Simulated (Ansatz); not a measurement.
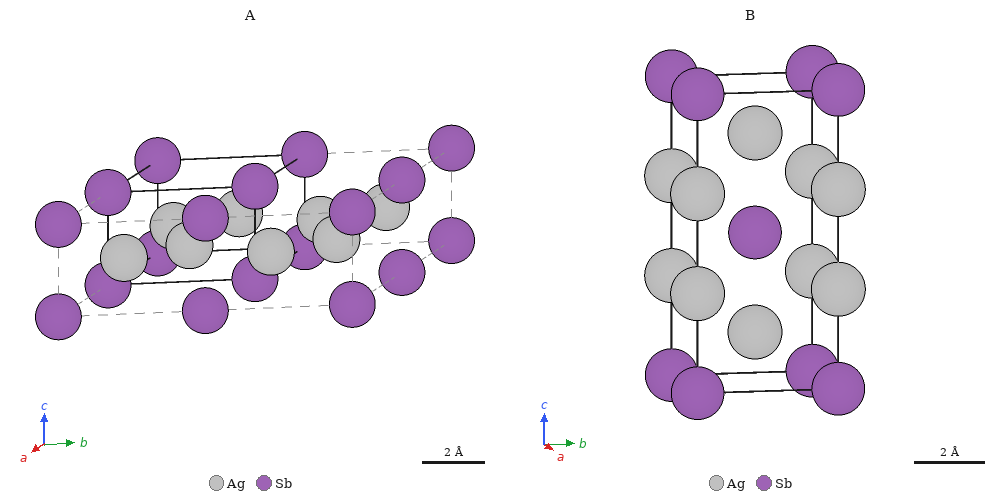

Two structures of Ag₂Sb, each relaxed to rest (conventional cells in solid outline, small ones repeated, not to one scale). Method: DFT PBE, scalar-relativistic, plane waves, PAW in Ansatz, without spin polarisation.

> Give the type and space group of each.

A: AlB₂ type, P6/mmm. B: 6 atoms a cell on a body-centred orthorhombic lattice, Immm.

> Which has the lower energy, and by how much?

B is lower, by 96 meV/atom at this level of theory (energies at zero smearing). Volumes: A 21.5, B 21.1 Å³/atom.

One or both may be structure types tried for this composition rather than known phases.
